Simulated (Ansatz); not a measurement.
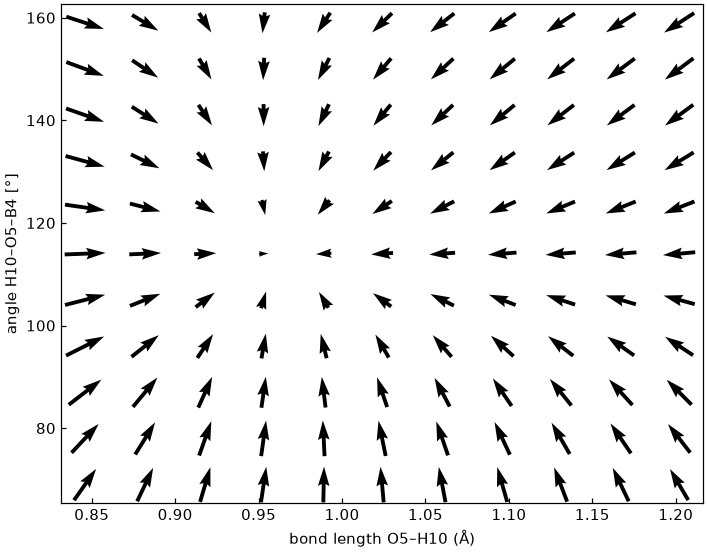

BClH₅NOSi, SMILES N[SiH](Cl)BO. 
- The first coordinate is: bond length O5–H10; the second: angle H10–O5–B4.
- Nothing is relaxed (all other coordinates rigid).
- Grid: 11 × 11 points.
- Points are written as (first, second).
- Theory: RKS PBE0-D4/def2-TZVP in Ansatz.

The picture shows arrows along the force (downhill), their lengths compressed.

### The arrows alone are given. Where is the energy lowest?

The arrows converge at about (0.962 Å, 114°) (read from the interpolated surface).

The energy map of the same scan:

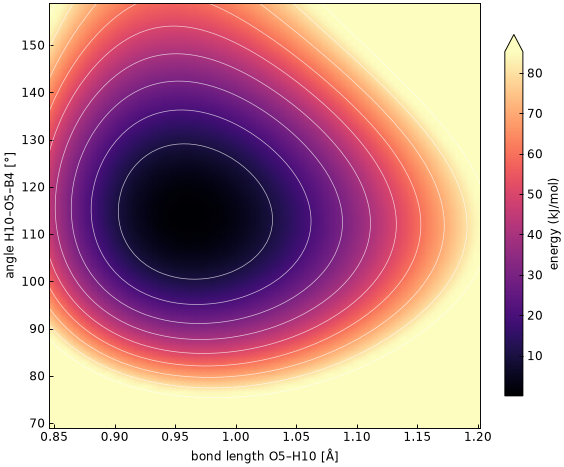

Energies are in kJ/mol, from the relaxed molecule at the same level; between grid points the surface is interpolated.
